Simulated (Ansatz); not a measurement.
**Cl$_{6}$H$_{3}$N$_{3}$Sn$_{3}$ (cyclo-(Cl2SnNH)3): density, localisation and related maps**

Input

```
crystal:
  periodic: [false, false, false]
  atoms:
    - {symbol: Sn, position_ang: [-1.934223, -0.490746, -0.511377]}
    - {symbol: Cl, position_ang: [-4.230292, -0.012972, -0.364678]}
    - {symbol: Cl, position_ang: [-1.731047, -2.426816, -1.856420]}
    - {symbol: N, position_ang: [-0.968190, 1.133421, -1.300901]}
    - {symbol: Sn, position_ang: [1.066089, 1.325343, -1.161251]}
    - {symbol: Cl, position_ang: [2.228118, -0.026480, -2.717253]}
    - {symbol: Cl, position_ang: [1.656757, 3.548727, -1.640103]}
    - {symbol: N, position_ang: [1.560797, 0.918492, 0.783669]}
    - {symbol: Sn, position_ang: [0.819923, -0.731177, 1.744137]}
    - {symbol: Cl, position_ang: [1.175286, -0.489974, 4.053925]}
    - {symbol: Cl, position_ang: [1.892433, -2.738631, 1.097798]}
    - {symbol: N, position_ang: [-1.195300, -0.746639, 1.381166]}
    - {symbol: H, position_ang: [-1.278403, 1.298592, -2.271855]}
    - {symbol: H, position_ang: [2.580032, 0.994268, 0.923231]}
    - {symbol: H, position_ang: [-1.641980, -1.555419, 1.839893]}
basis:
  gaussian: {orbitals: def2-TZVP, fitting: {mean_field: def2-universal-jkfit}, initial_orbitals: start.molden}
hamiltonian: {xc: pbe0, dispersion: d4}
scf: {omitted_lower_state_checks: [starts]}
output: {orbitals: {seedname: orbitals}}
```

Command:

```sh
ansatz run in.yaml --threads 2 --pin off --events-out ev --progress --plain --max-ram 22528MiB --backend cuda --devices 0, --max-vram 18GiB
```

Geometry: PBE-D4/def2-SVP; core potentials replace the inner electrons of Sn.

Method: RKS PBE0-D4/def2-TZVP (Ansatz 0.2.0).

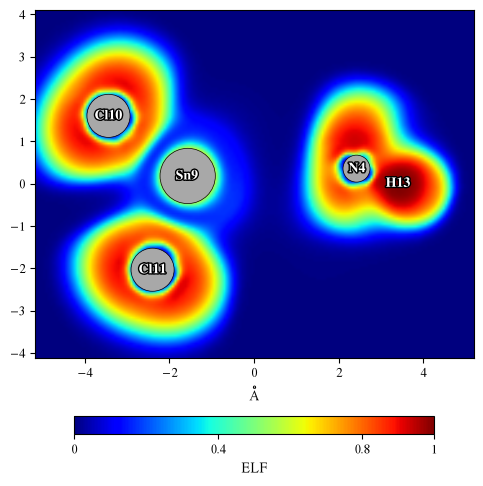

Figure 1. Electron localisation function on the plane of atoms Cl10, Sn9 and Cl11. Grey discs cover the atomic cores.

Q: What does the map show?

A: The section cuts through N, Sn, Cl and H sites.
Sn–Cl (2.35 Å): the ELF peaks at about 0.80 in the valence shell of Cl, 0.9 Å from its nucleus, and drops to about 0.15 between the two atoms.
N–H (1.03 Å): the ELF climbs to about 1 towards the hydrogen, as it does in any bond to H; an ordinary covalent bond to hydrogen.
The ELF also peaks beside Cl11, Cl10 and N4, away from the bonds: lone-pair regions.

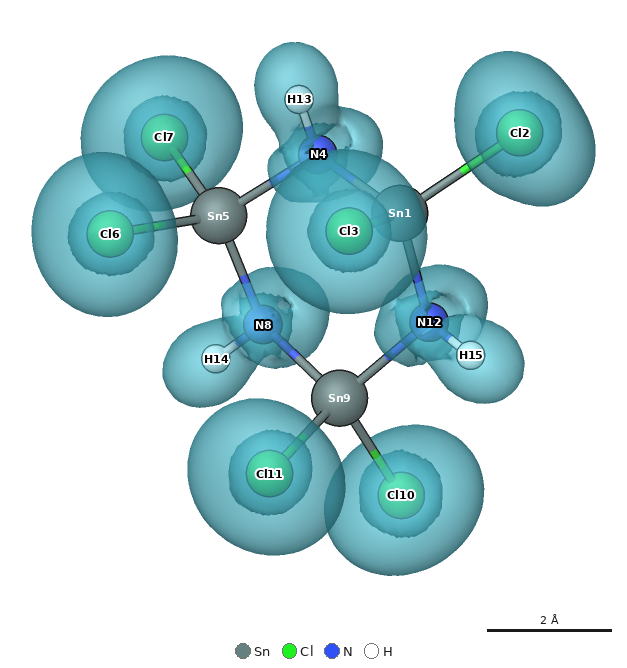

Figure 2. Isosurface of the ELF at 0.75 (cyan), seen at a tilt. Core shells and regions of very low density are left out.

Q: Where are the electrons localised?

A: At this value the surface marks out six regions wrapped around Cl (the valence shell of each) and three joined regions spread over several atoms (H, N), in which their bonds and any lone pairs are merged. Profiles from the grid: Sn–N (2.05 Å): the ELF peaks at about 0.85 in the valence shell of N, 0.7 Å from its nucleus, and drops to about 0.20 between the two atoms.

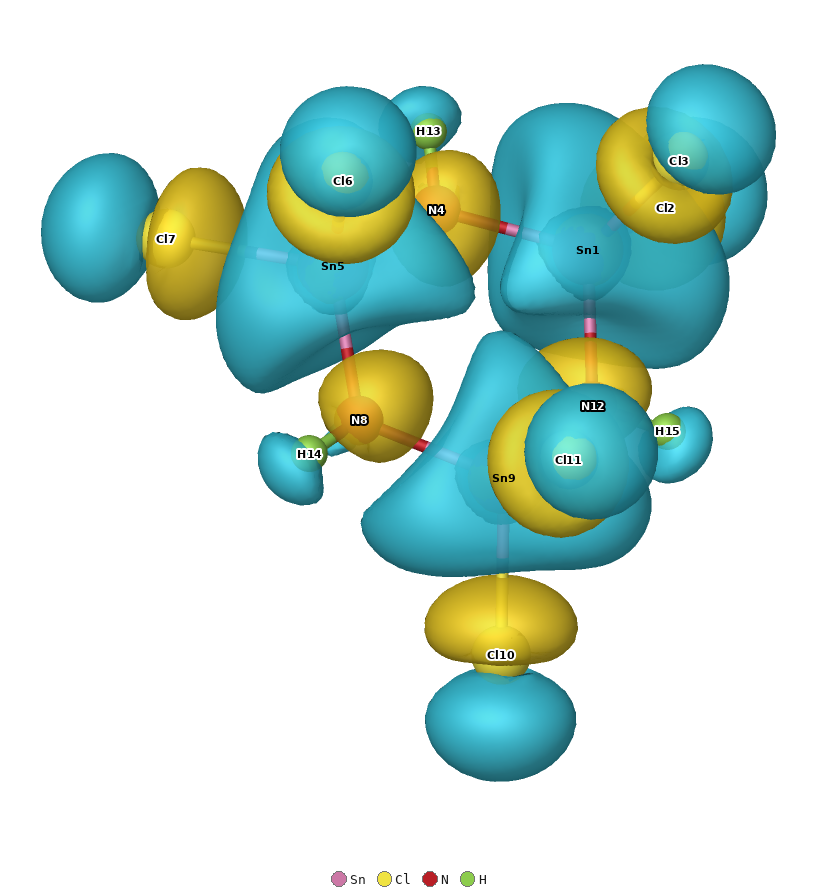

Figure 3. The LUMO at ±0.05 Å⁻³ᐟ² (yellow and cyan are the two phases), seen at a tilt.

Q: What is the character of this orbital?

A: Its weight (Hirshfeld) is mainly on Sn1 (about 15 %), Sn5 (about 15 %), Sn9 (about 15 %), Cl2 (about 10 %), Cl7 (about 10 %) and Cl10 (about 10 %). Its energy is −3.55 eV.

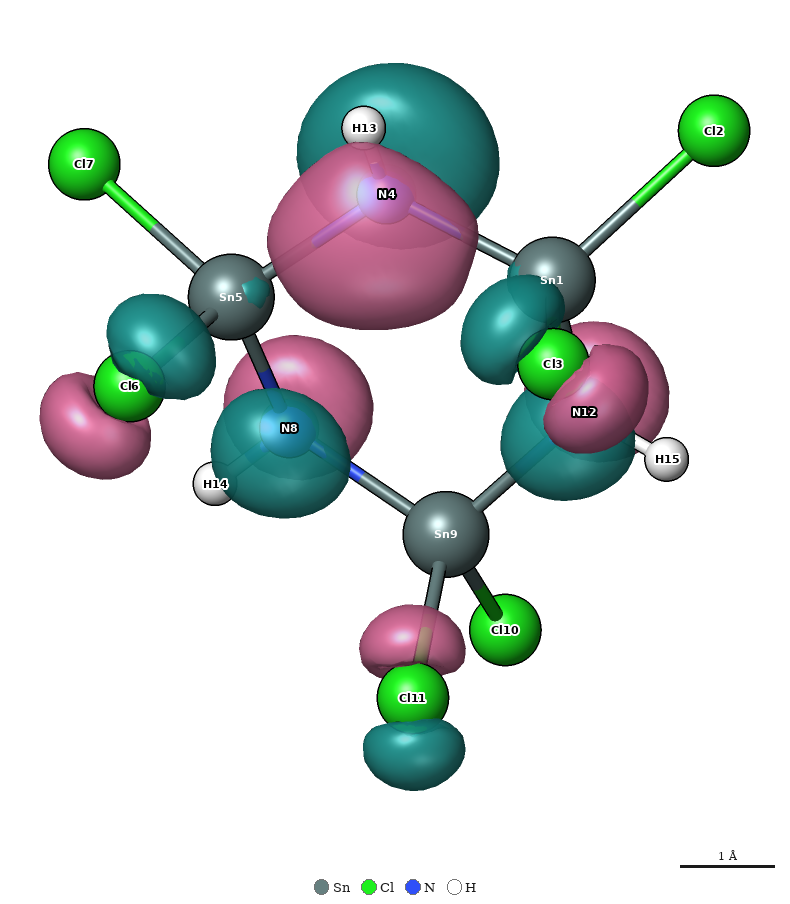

Figure 4. The HOMO at ±0.1 Å⁻³ᐟ² (teal and pink are the two phases), seen at a tilt.

Q: Describe this orbital and give its energy.

A: Its weight (Hirshfeld) is mainly on N4 (about 40 %), N8 (about 10 %) and N12 (about 10 %). It is one of a degenerate set, so its orientation is arbitrary. Its energy is −8.75 eV.
